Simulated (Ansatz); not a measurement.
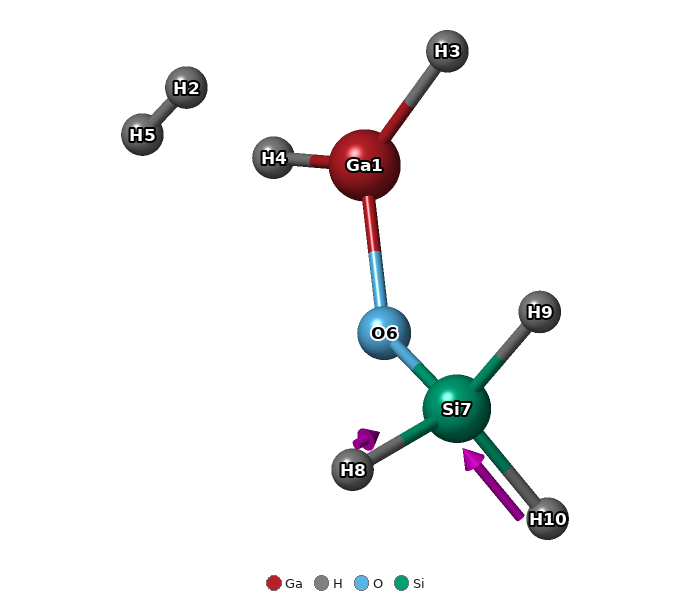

The arrows show one normal mode. Harmonic vibrations computed with RKS PBE0-D4/def2-TZVP (Ansatz 0.2.0) at a stationary point of the same level.

**Describe the motion.**

Mostly Si–H stretching.

**At what wavenumber does it lie?**

2215 cm⁻¹; it is mode 23 of 24 counted from the lowest.
